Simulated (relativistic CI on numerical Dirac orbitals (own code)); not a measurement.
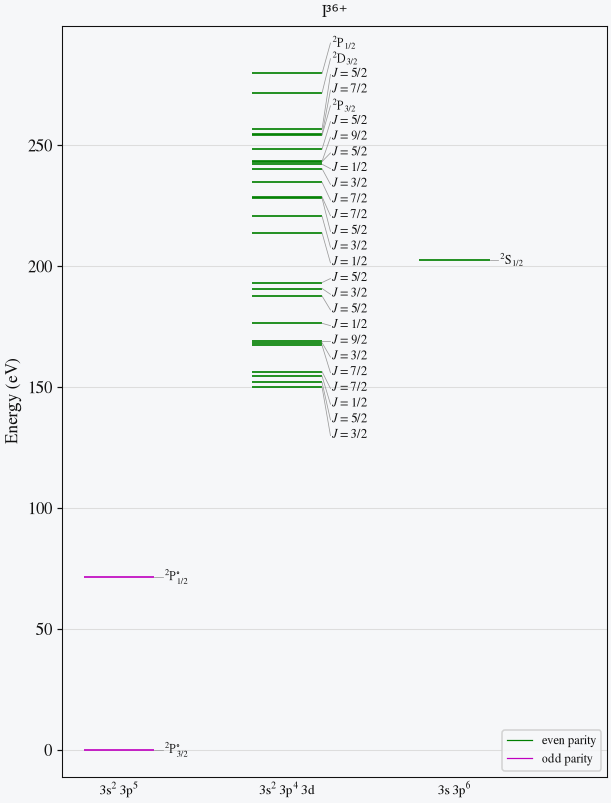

Fig. 1: Level diagram of I³⁶⁺. The lowest level is 3s² 3p⁵ ²P°₃/₂. The first excited level, 3s² 3p⁵ ²P°₁/₂, lies at 71.5 eV. The lowest level of opposite parity, 3s² 3p⁴ 3d [(3p₃/₂)² 3d₃/₂] J = 3/2, is at 150 eV. The levels are close to jj coupling (mean leading weight 59 % in LS and 91 % in jj).

| Configuration | Level | E (eV) | Lifetime (s; – stable or not computed) |
| --- | --- | --- | --- |
| 3s² 3p⁵ | ²P°₃/₂ | 0 | – |
| 3s² 3p⁵ | ²P°₁/₂ | 71.46 | 2.9×10⁻⁷ |
| 3s² 3p⁴ 3d | [(3p₃/₂)² 3d₃/₂] J = 3/2 | 149.9 | 1.5×10⁻⁹ |
| 3s² 3p⁴ 3d | [(3p₃/₂)² 3d₃/₂] J = 5/2 | 151.8 | 2.2×10⁻⁸ |
| 3s² 3p⁴ 3d | [(3p₃/₂)² 3d₃/₂] J = 1/2 | 154.4 | 1.3×10⁻¹⁰ |
| 3s² 3p⁴ 3d | [(3p₃/₂)² 3d₃/₂] J = 7/2 | 156.3 | 1.4×10⁻³ |
| 3s² 3p⁴ 3d | [(3p₃/₂)² 3d₅/₂] J = 7/2 | 167.2 | 5.3×10⁻⁵ |
| 3s² 3p⁴ 3d | [(3p₃/₂)² 3d₃/₂] J = 3/2 | 168.2 | 2.0×10⁻⁹ |
| 3s² 3p⁴ 3d | [(3p₃/₂)² 3d₅/₂] J = 9/2 | 168.8 | 8.2×10⁻⁵ |
| 3s² 3p⁴ 3d | [(3p₃/₂)² 3d₅/₂] J = 1/2 | 176.3 | 1.7×10⁻¹¹ |
| 3s² 3p⁴ 3d | [(3p₃/₂)² 3d₅/₂] J = 5/2 | 187.6 | 6.1×10⁻⁷ |
| 3s² 3p⁴ 3d | [(3p₃/₂)² 3d₅/₂] J = 3/2 | 190.7 | 9.0×10⁻¹² |
| 3s² 3p⁴ 3d | [(3p₃/₂)² 3d₅/₂] J = 5/2 | 193.2 | 6.8×10⁻¹² |
| 3s 3p⁶ | ²S₁/₂ | 202.4 | 1.9×10⁻¹² |
| 3s² 3p⁴ 3d | [3p₁/₂ (3p₃/₂)³ 3d₃/₂] J = 1/2 | 213.7 | 9.4×10⁻¹⁰ |
| 3s² 3p⁴ 3d | [3p₁/₂ (3p₃/₂)³ 3d₃/₂] J = 3/2 | 220.5 | 1.2×10⁻⁸ |
| 3s² 3p⁴ 3d | [3p₁/₂ (3p₃/₂)³ 3d₃/₂] J = 5/2 | 228.0 | 4.2×10⁻¹¹ |
| 3s² 3p⁴ 3d | [3p₁/₂ (3p₃/₂)³ 3d₃/₂] J = 7/2 | 228.6 | 6.1×10⁻⁷ |

**Relativistic CI calculation, with input and output: I³⁶⁺**

System: I³⁶⁺.
Method: Dirac-Coulomb-Breit CI, KLI orbitals optimised for each configuration, model QED (radiative potential, 1s self-energy scaled to tabulated hydrogen-like ionisation energies), no configuration mixing (relativistic CI on numerical Dirac orbitals, in-house).

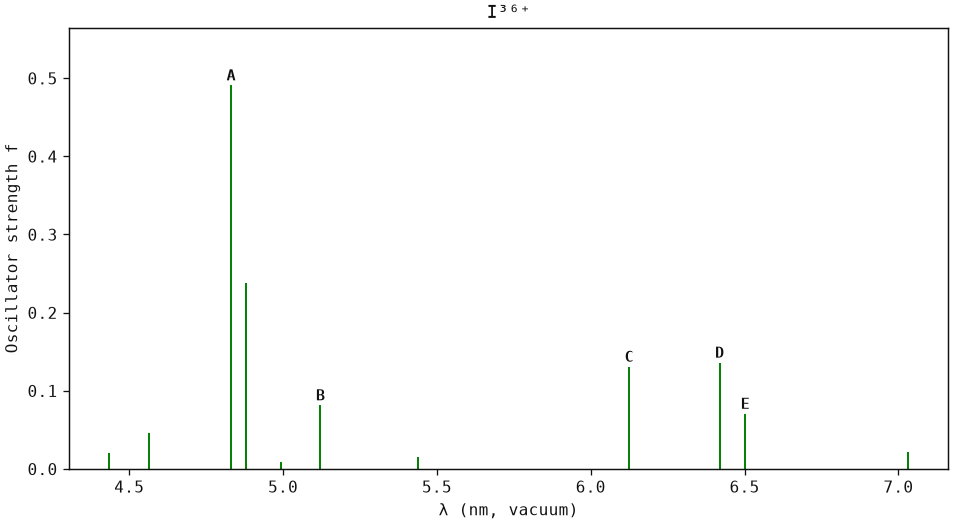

Fig. 2: Absorption lines from the lowest level (oscillator strengths f) for I³⁶⁺. A: 3s² 3p⁴ 3d [3p₁/₂ (3p₃/₂)³ 3d₃/₂] J = 5/2 ← 3s² 3p⁵ ²P°₃/₂, 4.831 nm, f = 0.49; B: 3s² 3p⁴ 3d [3p₁/₂ (3p₃/₂)³ 3d₃/₂] J = 1/2 ← 3s² 3p⁵ ²P°₃/₂, 5.122 nm, f = 0.082; C: 3s 3p⁶ ²S₁/₂ ← 3s² 3p⁵ ²P°₃/₂, 6.125 nm, f = 0.13; D: 3s² 3p⁴ 3d [(3p₃/₂)² 3d₅/₂] J = 5/2 ← 3s² 3p⁵ ²P°₃/₂, 6.419 nm, f = 0.14; E: 3s² 3p⁴ 3d [(3p₃/₂)² 3d₅/₂] J = 3/2 ← 3s² 3p⁵ ²P°₃/₂, 6.502 nm, f = 0.071. The strongest, A, lies in the soft X-ray region.

These pictures come from the run below.

### Input
```
atom I  Z=53  charge=36  electrons=17
nucleus A=127  rms_radius_fm=4.7500
hamiltonian dirac-coulomb  breit=on  qed=on  c_scale=1
orbitals kli  potential=per-configuration
slater_scale 1
correlation none
mixing off
configurations
  [Ne] 3s2 3p5
  [Ne] 3s 3p6
  [Ne] 3s2 3p4 3d
  [Ne] 3s 3p5 3d
  [Ne] 3p6 3d
  [Ne] 3s 3p4 3d2
  [Ne] 3s2 3p3 3d 4p
  [Ne] 3p6 4s
  [Ne] 3s 3p4 3d 4s
  [Ne] 3s2 3p4 4s
  [Ne] 3p6 4p
  [Ne] 3s2 3p4 4p
  [Ne] 3s2 3p4 4d
  [Ne] 3p5 3d 4p
  [Ne] 3s 3p5 4s
  [Ne] 3s2 3p4 4f
  [Ne] 3s 3p5 4p
  [Ne] 3s 3p5 4d
  [Ne] 3s 3p5 4f
  [Ne] 3s2 3p4 5s
  [Ne] 3s2 3p4 5p
  [Ne] 3s2 3p4 5d
  [Ne] 3s2 3p3 4s 4p
  [Ne] 3s2 3p4 5f
  [Ne] 3s2 3p4 5g
  [Ne] 3s 3p4 4s2
  [Ne] 3s 3p5 5s
  [Ne] 3s 3p5 5p
  [Ne] 3s2 3p3 3d2
  [Ne] 3s2 3p2 3d3
  [Ne] 3s 3p3 3d3
  [Ne] 3s2 3p2 3d2 4s
  [Ne] 3s2 3p2 3d2 4p
  [Ne] 3s2 3p2 3d2 4d
  [Ne] 3p5 3d2
  [Ne] 3p4 3d3
  [Ne] 3p4 3d2 4s
  [Ne] 3p4 3d2 4p
  [Ne] 3p4 3d2 4d
  [Ne] 3s2 3p3 3d 4s
  [Ne] 3s 3p3 3d2 4s
  [Ne] 3s2 3p2 3d 4s2
  [Ne] 3s2 3p2 3d 4s 4p
  [Ne] 3s2 3p2 3d 4s 4d
  [Ne] 3p5 3d 4s
  [Ne] 3p4 3d 4s2
  [Ne] 3p4 3d 4s 4p
  [Ne] 3p4 3d 4s 4d
  [Ne] 3s2 3p3 4s2
  [Ne] 3s 3p3 3d 4s2
  [Ne] 3s2 3p2 4s2 4p
  [Ne] 3s2 3p2 4s2 4d
  [Ne] 3s2 3p3 4p2
  [Ne] 3s2 3p2 3d 4p2
  [Ne] 3s 3p3 3d 4p2
  [Ne] 3s2 3p2 4s 4p2
  [Ne] 3s2 3p2 4p3
  [Ne] 3s2 3p2 4p2 4d
end
```

The run was one of a batch that the task file lists, launched with:
```bash
python <driver script> task.json out
```

The program writes its results to a structured record and prints no log; tables and figures of this report are taken from that record.

### Key numbers

```
           quantity                                                                 value
            outcome                                                             converged
       lowest level                                                        3s² 3p⁵ ²P°₃/₂
first excited level                                          3s² 3p⁵ ²P°₁/₂, 576,353 cm⁻¹
    levels computed                                                                 10102
     SCF iterations                                                                   411
           hardware  1 thread of Arm Neoverse V1, 24 GiB of memory available, shared host
          wall time                                                                  13 s
```

### Notes

To bear in mind: only a limited list of configurations is included, so lower levels can be missing; only lines among the lowest 400 of 10102 levels are drawn, so those from 3s² 3p² 3d³ are incomplete.
